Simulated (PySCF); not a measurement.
BrGeH3, SMILES `Br[GeH3]`.

Method: B3LYP/def2-SVPD; geometry: GFN2-xTB; program: PySCF. No frequency check shows the geometry to be a minimum. GFN2-xTB bond lengths at metals and heavier atoms can be off by up to 0.1 Å and shapes distorted, which carries into these values.

Cartesian coordinates (Å):

```
Br1      1.1481    0.0000    0.0000
Ge2     -1.1100    0.0000    0.0000
H3      -1.5549   -1.3802   -0.3782
H4      -1.5549    0.3625    1.3844
H5      -1.5549    1.0176   -1.0062
```

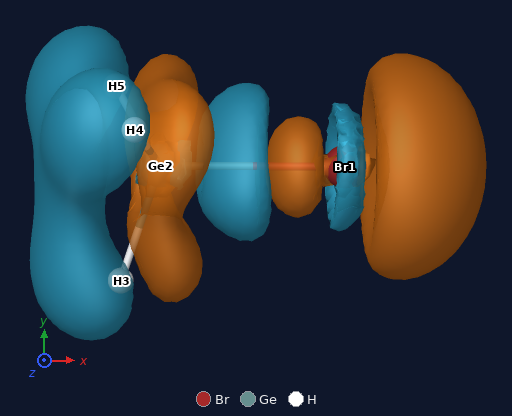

Change of the electron density in a uniform field of 0.21 V/Å, surfaces at ±0.0015 e/Å³ (light blue: gain, orange: loss).

> Along which Cartesian direction does the field point?

Along +x: electrons gather on the −x side, against the field.

> How large is the response?

The induced dipole is 0.66 D (along the field); α along this axis, from the fields in both directions, is 64 bohr³ (9.5 Å³).

> Which atoms gain and lose the most charge?

Electrons gather most on Ge2 (Hirshfeld charge changes by −0.012 e) and leave Br1 most (+0.028 e); 0.049 electrons are displaced in all.

Run time: 19 s on 1 thread of Arm Neoverse V2 (shared host), peak memory 0.51 GiB.
